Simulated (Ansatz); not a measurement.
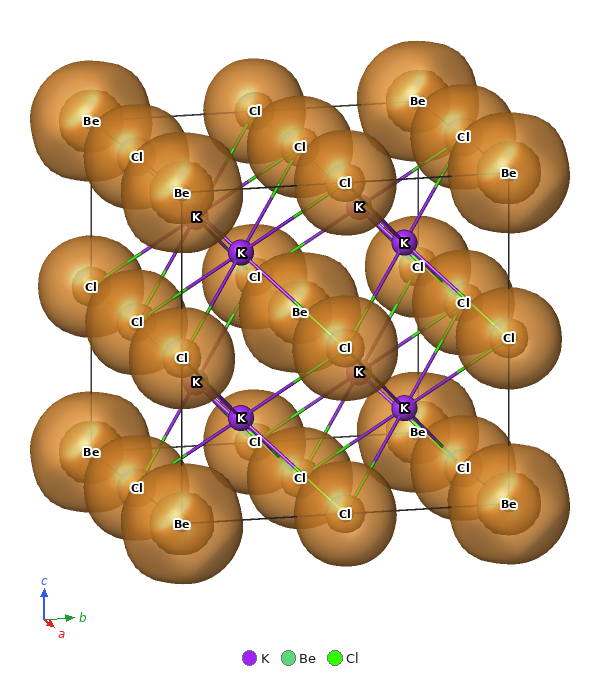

Figure. K₄BeCl₃. Isosurface of the ELF at 0.75 (orange), seen slightly off an axis. Core shells and regions of very low density are left out. Sticks mark near contacts.

Space group Im-3m; a structure generated by program, which may or may not match a known phase; computed without spin polarisation.

Computed with DFT PBE, scalar-relativistic, plane waves, PAW (Ansatz).

> Where are the electrons localised?

The ELF exceeds this value in two regions wrapped around Be (the valence shell of each) and six regions wrapped around Cl (the valence shell of each), counted in one cell of 16 atoms. Any copies at cell faces, edges or corners count once. Profiles from the grid: K–Cl (3.39 Å): the ELF is about 0.05 at the midpoint (no localised pair shows between them). K–Be (3.39 Å): the ELF is about 0.15 at the midpoint.
